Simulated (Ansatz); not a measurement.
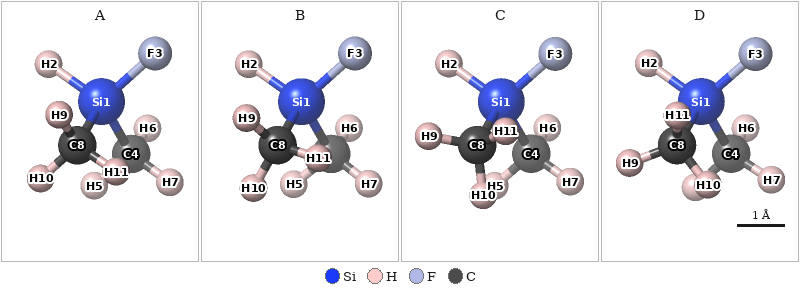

4 geometries from a converged minimum-energy path of C2H7FSi, shuffled. Style: ball-and-stick. Shown from a free direction.

Theory: Ansatz 0.2.0, RKS LDA/6-31G*. Settings: 5 movable images; climbing image; force threshold 0.05 eV/Å; iteration limit 60; starting path through a guess of the saddle point.

### One of them is the converged climbing image. Which?

C. In order along the path, whose images run from 0 to 6: D (image 1, +0.34 kcal/mol), C (image 3, +1.32 kcal/mol), B (image 5, +0.36 kcal/mol), A (image 6, −0.01 kcal/mol). No bond forms or breaks between the ends. Bond angles that change up to the highest image, for instance: Si1–C8–H11 112.3° → 110.2°.

The run took 47 s on 2 threads of Intel(R) Xeon(R) Platinum 8488C (Sapphire Rapids), with other jobs on the host, peak memory 0.13 GiB.
